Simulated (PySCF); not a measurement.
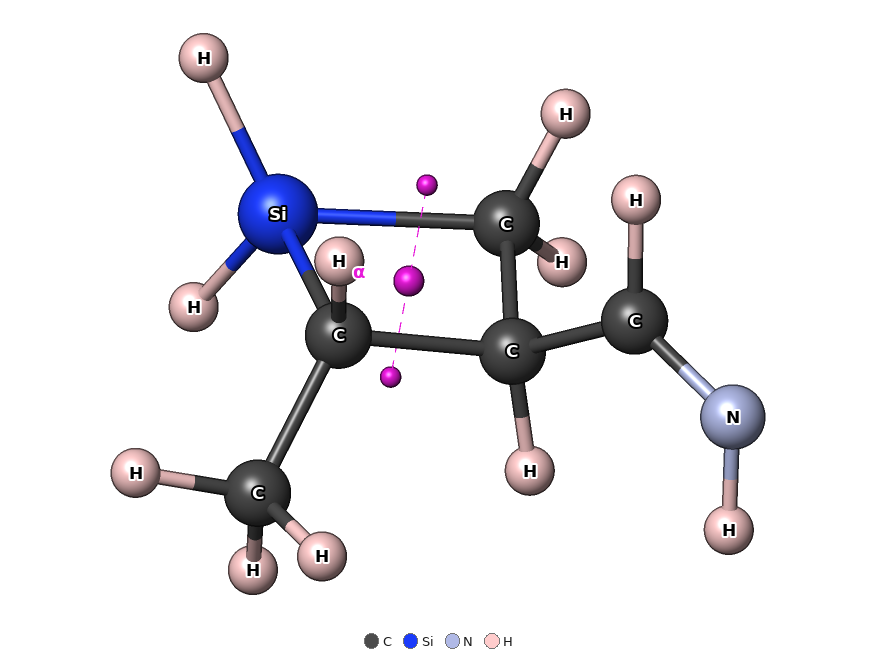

The small points mark where nucleus-independent chemical shifts (NICS) were computed: at the centre of each lettered ring and 1 Å above and below it. Computed geometry: GFN2-xTB optimisation. No frequency run is at hand to confirm it as a minimum. Properties computed with GIAO PBE0/pcSseg-1 NMR shielding, non-relativistic, gas phase (PySCF 2.14.0).

Give NICS(0), NICS(1) and the out-of-plane component NICS(1)zz for each ring (means of the two sides).

```csv
ring,members,NICS(0),NICS(1),NICS(1)zz
α,C3Si,−0.2,−1.1,5.0
```

Values in ppm.

The geometry is semi-empirical. Around Si such bond lengths and angles can be off by a tenth of an ångström or more and by several degrees, and values that hang on the shape move with them.
